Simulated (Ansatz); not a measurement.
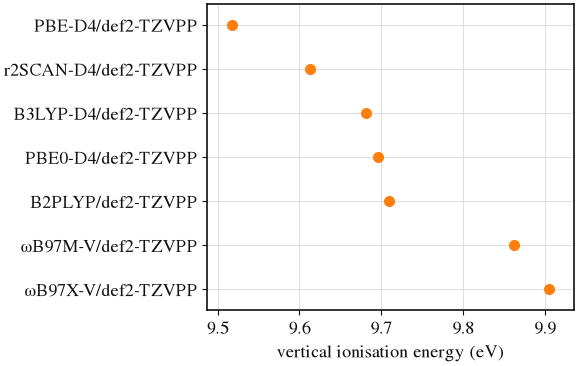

Vertical ionisation energy of BH₃S₂, SMILES SBS, taken as the energy of the cation less that of the neutral at fixed geometry (unrestricted doublet cation, cores frozen in correlated methods, no spin-orbit coupling), the Ansatz code, at a PBE0-D4/def2-TZVP geometry (a minimum by its frequencies).

### What range do the values span?

From 9.52 eV (PBE-D4/def2-TZVPP) to 9.90 eV (ωB97X-V/def2-TZVPP).

### Give the values.

| level | eV |
| --- | --- |
| PBE-D4/def2-TZVPP | 9.52 |
| r2SCAN-D4/def2-TZVPP | 9.61 |
| B3LYP-D4/def2-TZVPP | 9.68 |
| PBE0-D4/def2-TZVPP | 9.70 |
| B2PLYP/def2-TZVPP | 9.71 |
| ωB97M-V/def2-TZVPP | 9.86 |
| ωB97X-V/def2-TZVPP | 9.90 |
